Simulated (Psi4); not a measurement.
**Frequency calculation, with input and output: C2 (part 1 of 4)**

System: C2, SMILES [C]#[C].
Method: B3LYP/aug-cc-pVDZ, RKS (Psi4 1.11).

The geometry was optimised with B3LYP/aug-cc-pVDZ.

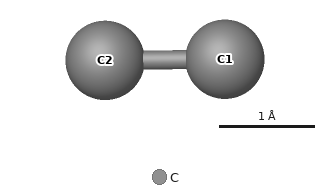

**Figure 1.** The structure (ball-and-stick view, seen at a tilt; atoms are numbered from 1 in the order of the input). Bond lengths as drawn: C–C 1.26 Å.

**Results in brief**

- outcome: converged
- total energy: −75.891837 hartree
- basis functions: 46
- zero-point energy: 0.004254 hartree
- dipole moment: 0.00 D
- wavenumbers, lowest and highest: 1867 cm⁻¹
- hardware: 1 thread of Intel Xeon @ 2.70GHz, 189 GiB of memory available, shared host
- wall time: 12 s
- peak memory: 0.28 GiB

**Input (calc.in)**
```
memory 1600 MB

molecule system {
  0 1
  C      0.000000     0.000000    -0.050487
  C      0.000000     0.000000     1.211247
  symmetry c1
}

set {
  basis                      aug-cc-pVDZ
  reference                  rks
  puream                     true
  scf_type                   pk
  dft_radial_points          50
  dft_spherical_points       194
  rotational_symmetry_number 2
}

energy_value, wavefunction = freq("b3lyp", return_wfn=True)
print_variables()
```

Launch command:
```bash
psi4 -i calc.in -o calc.out -n 1
```

**What the program printed**
```
Psi4 1.11 release

         ----------------------------------------------------------
                                   FINDIF
         ----------------------------------------------------------

  Using finite-differences of gradients to determine vibrational frequencies and
  normal modes. Resulting frequencies are only valid at stationary points.
    Generating geometries for use with 3-point formula.
    Displacement size will be 5.00e-03.
    Number of atoms is 2.
    Number of irreps is 1.
    Number of SALCs is 3.
    Translations projected? 1. Rotations projected? 0.
    Index of SALCs per irrep:
      1 :  0  1  2
    Number of SALCs per irrep:
      Irrep 1: 3
    Number of geometries (including reference) is 7.
    Number of displacements per irrep:
      Irrep 1: 6
 7 displacements needed ...

  //>>>>>>>>>>>>>>>>>>>>>>>>>>>>>>>>>>>//
  //    FiniteDifference Computations  //
  //<<<<<<<<<<<<<<<<<<<<<<<<<<<<<<<<<<<//

    -----------------------------------------------------------------------
                               Psi4 1.11 release

    h
    h
    h

    -----------------------------------------------------------------------

gradient() will perform analytic gradient computation.

   => Loading Basis Set <=

    Name: AUG-CC-PVDZ
    Role: ORBITAL
    Keyword: BASIS

         ---------------------------------------------------------
                                   SCF
                              RKS Reference
                        1 Threads,   1525 MiB Core
         ---------------------------------------------------------

  ==> Geometry <==

    Molecular point group: c1
    Full point group: D_inf_h

    Geometry (in Bohr), charge = 0, multiplicity = 1:

       Center              X                  Y                   Z               Mass
    ------------   -----------------  -----------------  -----------------  -----------------
         C            0.000000000000     0.000000000000    -1.192165851589    12.000000000000
         C            0.000000000000     0.000000000000     1.192165851589    12.000000000000

  Running in c1 symmetry.

  Rotational constants: A = ************  B =      1.76486  C =      1.76486 [cm^-1]
  Rotational constants: A = ************  B =  52909.09543  C =  52909.09543 [MHz]
  Nuclear repulsion =   15.098570367541811

  Charge       = 0
  Multiplicity = 1
  Electrons    = 12
  Nalpha       = 6
  Nbeta        = 6

  ==> Algorithm <==

  SCF Algorithm Type is PK.
  DIIS enabled.
  MOM disabled.
  Fractional occupation disabled.
  Guess Type is SAD.
  Energy threshold   = 1.00e-08
  Density threshold  = 1.00e-08
  Integral threshold = 1.00e-12

  ==> Primary Basis <==

  Basis Set: AUG-CC-PVDZ
    Blend: AUG-CC-PVDZ
    Number of shells: 18
    Number of basis functions: 46
    Number of Cartesian functions: 50
    Spherical Harmonics?: true
    Max angular momentum: 2

  ==> DFT Potential <==

   => LibXC <=

    Version 7.1.2

   => Composite Functional: B3LYP <=

    B3LYP Hyb-GGA Exchange-Correlation Functional

    Deriv               =              1
    GGA                 =           TRUE
    Meta                =          FALSE

    Exchange Hybrid     =           TRUE
    MP2 Hybrid          =          FALSE

   => Exchange Functionals <=

    0.0800   Slater exchange
    0.7200         Becke 88

   => Exact (HF) Exchange <=

    0.2000               HF

   => Correlation Functionals <=

    0.1900   Vosko, Wilk & Nusair (VWN5_RPA)
    0.8100   Lee, Yang & Parr

   => LibXC Density Thresholds  <==

    XC_HYB_GGA_XC_B3LYP:  1.00E-15

   => Molecular Quadrature <=

    Radial Scheme          =       TREUTLER
    Pruning Scheme         =           NONE
    Nuclear Scheme         =       TREUTLER

    Blocking Scheme        =         OCTREE
    BS radius alpha        =              1
    Pruning alpha          =              1
    Radial Points          =             50
    Spherical Points       =            194
    Total Points           =          19361
    Total Blocks           =            200
    Max Points             =            251
    Max Functions          =             46
    Weights Tolerance      =       1.00E-15

  ==> Integral Setup <==

  Using in-core PK algorithm.
   Calculation information:
      Number of atoms:                   2
      Number of AO shells:              18
      Number of primitives:             50
      Number of atomic orbitals:        50
      Number of basis functions:        46

      Integral cutoff                 1.00e-12
      Number of threads:                 1

  Performing in-core PK
  Using 1169642 doubles for integral storage.
  We computed 14706 shell quartets total.
  Whereas there are 14706 unique shell quartets.

  ==> DiskJK: Disk-Based J/K Matrices <==

    J tasked:                  Yes
    K tasked:                  Yes
    wK tasked:                  No
    Memory [MiB]:             1117
    Schwarz Cutoff:          1E-12

  Cached 100.0% of DFT collocation blocks in 0.026 [GiB].

  Minimum eigenvalue in the overlap matrix is 1.9467485507E-04.
  Reciprocal condition number of the overlap matrix is 4.5509455502E-05.
    Using symmetric orthogonalization.

  ==> Pre-Iterations <==

  SCF Guess: Superposition of Atomic Densities via on-the-fly atomic UHF (no occupation information).

   -------------------------
    Irrep   Nso     Nmo
   -------------------------
     A         46      46
   -------------------------
    Total      46      46
   -------------------------

  ==> Iterations <==

                        Total Energy        Delta E     RMS |[F,P]|

   @RKS iter SAD:   -75.33154017045793   -7.53315e+01   0.00000e+00
   @RKS iter   1:   -75.79500380429367   -4.63464e-01   8.16953e-03 ADIIS/DIIS
   @RKS iter   2:   -75.81790812197734   -2.29043e-02   7.27938e-03 ADIIS/DIIS
   @RKS iter   3:   -75.89178399291850   -7.38759e-02   1.79693e-04 ADIIS/DIIS
   @RKS iter   4:   -75.89183618344711   -5.21905e-05   2.14066e-05 DIIS
   @RKS iter   5:   -75.89183679709262   -6.13646e-07   1.31984e-06 DIIS
   @RKS iter   6:   -75.89183679992854   -2.83592e-09   8.73255e-08 DIIS
   @RKS iter   7:   -75.89183679994397   -1.54330e-11   4.99789e-09 DIIS
  Energy and wave function converged.

  ==> Post-Iterations <==

   Electrons on quadrature grid:
      Ntotal   =   12.0000002278 ; deviation = 2.278e-07

    Orbital Energies [Eh]
    ---------------------

    Doubly Occupied:

       1A    -10.305927     2A    -10.304605     3A     -0.793730
       4A     -0.417177     5A     -0.330722     6A     -0.330722

    Virtual:

       7A     -0.267824     8A     -0.013221     9A     -0.013221
      10A      0.033947    11A      0.043549    12A      0.059223
      13A      0.059223    14A      0.089289    15A      0.113030
      16A      0.113030    17A      0.182181    18A      0.291254
      19A      0.291254    20A      0.362667    21A      0.364650
      22A      0.414405    23A      0.414405    24A      0.461877
      25A      0.461877    26A      0.495860    27A      0.495860
      28A      0.568450    29A      0.587951    30A      0.587951
      31A      0.632587    32A      0.767505    33A      0.831349
      34A      0.831349    35A      1.133737    36A      1.300186
      37A      1.300189    38A      1.312034    39A      1.312034
      40A      1.585612    41A      1.585616    42A      1.849531
      43A      1.872772    44A      1.872772    45A      1.972387
      46A      2.081690

    Final Occupation by Irrep:
              A
    DOCC [     6 ]
    NA   [     6 ]
    NB   [     6 ]

  @RKS Final Energy:   -75.89183679994397

   => Energetics <=

    Nuclear Repulsion Energy =             15.0985703675418108
    One-Electron Energy =                -130.8612608023169628
    Two-Electron Energy =                  48.4040236767708478
    DFT Exchange-Correlation Energy =      -8.5331700419396732
    Empirical Dispersion Energy =           0.0000000000000000
    VV10 Nonlocal Energy =                  0.0000000000000000
    Total Energy =                        -75.8918367999439738

Computation Completed

Properties will be evaluated at   0.000000,   0.000000,   0.000000 [a0]

Properties computed using the SCF density matrix

 Multipole Moments:

 ------------------------------------------------------------------------------------
     Multipole            Electronic (a.u.)      Nuclear  (a.u.)        Total (a.u.)
 ------------------------------------------------------------------------------------

 L = 1.  Multiply by 2.5417464519 to convert [e a0] to [Debye]
 Dipole X            :         -0.0000000            0.0000000           -0.0000000
 Dipole Y            :          0.0000000            0.0000000            0.0000000
 Dipole Z            :          0.0000000            0.0000000            0.0000000
 Magnitude           :                                                    0.0000000

 ------------------------------------------------------------------------------------

	total time  =          1 seconds =       0.02 minutes

         ------------------------------------------------------------
                                   SCF GRAD
         ------------------------------------------------------------

  ==> Geometry <==

    Molecular point group: c1
    Full point group: D_inf_h

    Geometry (in Bohr), charge = 0, multiplicity = 1:

       Center              X                  Y                   Z               Mass
    ------------   -----------------  -----------------  -----------------  -----------------
         C            0.000000000000     0.000000000000    -1.192165851589    12.000000000000
         C            0.000000000000     0.000000000000     1.192165851589    12.000000000000

  Nuclear repulsion =   15.098570367541811

  ==> Basis Set <==

  Basis Set: AUG-CC-PVDZ
    Blend: AUG-CC-PVDZ
    Number of shells: 18
    Number of basis functions: 46
    Number of Cartesian functions: 50
    Spherical Harmonics?: true
    Max angular momentum: 2

  ==> DirectJKGrad: Integral-Direct SCF Gradients <==

    Gradient:                    1
    J tasked:                  Yes
    K tasked:                  Yes
    wK tasked:                  No
    Integrals threads:           1
    Schwarz Cutoff:          1E-12

   => Molecular Quadrature <=

    Radial Scheme          =       TREUTLER
    Pruning Scheme         =           NONE
    Nuclear Scheme         =       TREUTLER

    Blocking Scheme        =         OCTREE
    BS radius alpha        =              1
    Pruning alpha          =              1
    Radial Points          =             50
    Spherical Points       =            194
    Total Points           =          19361
    Total Blocks           =            200
    Max Points             =            251
    Max Functions          =             46
    Weights Tolerance      =       1.00E-15

  -Total Gradient:
     Atom            X                  Y                   Z
    ------   -----------------  -----------------  -----------------
       1        0.000000000000     0.000000000000     0.000001279318
       2       -0.000000000000     0.000000000000    -0.000001279318

	total time  =          1 seconds =       0.02 minutes

    Psi4 run time: 0:00:01.71

    -----------------------------------------------------------------------
                               Psi4 1.11 release

    h
    h
    h

    -----------------------------------------------------------------------

gradient() will perform analytic gradient computation.

  ==> Geometry <==

    Molecular point group: c1
    Full point group: D_inf_h

    Geometry (in Bohr), charge = 0, multiplicity = 1:

       Center              X                  Y                   Z               Mass
    ------------   -----------------  -----------------  -----------------  -----------------
         C           -0.001020620726     0.000000000000    -1.192165851589    12.000000000000
         C            0.001020620726     0.000000000000     1.192165851589    12.000000000000

  Running in c1 symmetry.

  Rotational constants: A = ************  B =      1.76486  C =      1.76486 [cm^-1]
  Rotational constants: A = ************  B =  52909.05665  C =  52909.05665 [MHz]
  Nuclear repulsion =   15.098564834537552

  Charge       = 0
  Multiplicity = 1
  Electrons    = 12
  Nalpha       = 6
  Nbeta        = 6

   => Molecular Quadrature <=

    Radial Scheme          =       TREUTLER
    Pruning Scheme         =           NONE
    Nuclear Scheme         =       TREUTLER

    Blocking Scheme        =         OCTREE
    BS radius alpha        =              1
    Pruning alpha          =              1
    Radial Points          =             50
    Spherical Points       =            194
    Total Points           =          19360
    Total Blocks           =            204
    Max Points             =            254
    Max Functions          =             46
    Weights Tolerance      =       1.00E-15

  ==> DiskJK: Disk-Based J/K Matrices <==

    J tasked:                  Yes
    K tasked:                  Yes
    wK tasked:                  No
    Memory [MiB]:             1117
    Schwarz Cutoff:          1E-12

  Cached 100.0% of DFT collocation blocks in 0.026 [GiB].

  Minimum eigenvalue in the overlap matrix is 1.9467512113E-04.
  Reciprocal condition number of the overlap matrix is 4.5509519538E-05.
    Using symmetric orthogonalization.

  ==> Iterations <==

                        Total Energy        Delta E     RMS |[F,P]|

   @RKS iter SAD:   -75.33153983232543   -7.53315e+01   0.00000e+00
   @RKS iter   1:   -75.79500391252236   -4.63464e-01   8.16953e-03 ADIIS/DIIS
   @RKS iter   2:   -75.81790821658559   -2.29043e-02   7.27938e-03 ADIIS/DIIS
   @RKS iter   3:   -75.89178399312608   -7.38758e-02   1.79692e-04 ADIIS/DIIS
   @RKS iter   4:   -75.89183618342557   -5.21903e-05   2.14066e-05 DIIS
   @RKS iter   5:   -75.89183679707111   -6.13646e-07   1.31984e-06 DIIS
   @RKS iter   6:   -75.89183679990715   -2.83605e-09   8.73250e-08 DIIS
   @RKS iter   7:   -75.89183679992242   -1.52625e-11   4.99788e-09 DIIS
  Energy and wave function converged.

  ==> Post-Iterations <==

   Electrons on quadrature grid:
      Ntotal   =   12.0000002278 ; deviation = 2.278e-07

    Final Occupation by Irrep:
              A
    DOCC [     6 ]
    NA   [     6 ]
    NB   [     6 ]

  @RKS Final Energy:   -75.89183679992242

   => Energetics <=

    Nuclear Repulsion Energy =             15.0985648345375516
    One-Electron Energy =                -130.8612498598104708
    Two-Electron Energy =                  48.4040179645619020
    DFT Exchange-Correlation Energy =      -8.5331697392113970
    Empirical Dispersion Energy =           0.0000000000000000
    VV10 Nonlocal Energy =                  0.0000000000000000
    Total Energy =                        -75.8918367999224159

Computation Completed

Properties will be evaluated at   0.000000,   0.000000,   0.000000 [a0]

Properties computed using the SCF density matrix

 Multipole Moments:

 ------------------------------------------------------------------------------------
     Multipole            Electronic (a.u.)      Nuclear  (a.u.)        Total (a.u.)
 ------------------------------------------------------------------------------------

 L = 1.  Multiply by 2.5417464519 to convert [e a0] to [Debye]
 Dipole X            :         -0.0000000            0.0000000           -0.0000000
 Dipole Y            :          0.0000000            0.0000000            0.0000000
 Dipole Z            :         -0.0000000            0.0000000           -0.0000000
 Magnitude           :                                                    0.0000000

 ------------------------------------------------------------------------------------

	total time  =          0 seconds =       0.00 minutes

         ------------------------------------------------------------
                                   SCF GRAD
         ------------------------------------------------------------

  ==> Geometry <==

    Molecular point group: c1
    Full point group: D_inf_h

    Geometry (in Bohr), charge = 0, multiplicity = 1:

       Center              X                  Y                   Z               Mass
    ------------   -----------------  -----------------  -----------------  -----------------
         C           -0.001020620726     0.000000000000    -1.192165851589    12.000000000000
         C            0.001020620726     0.000000000000     1.192165851589    12.000000000000

  Nuclear repulsion =   15.098564834537552
```
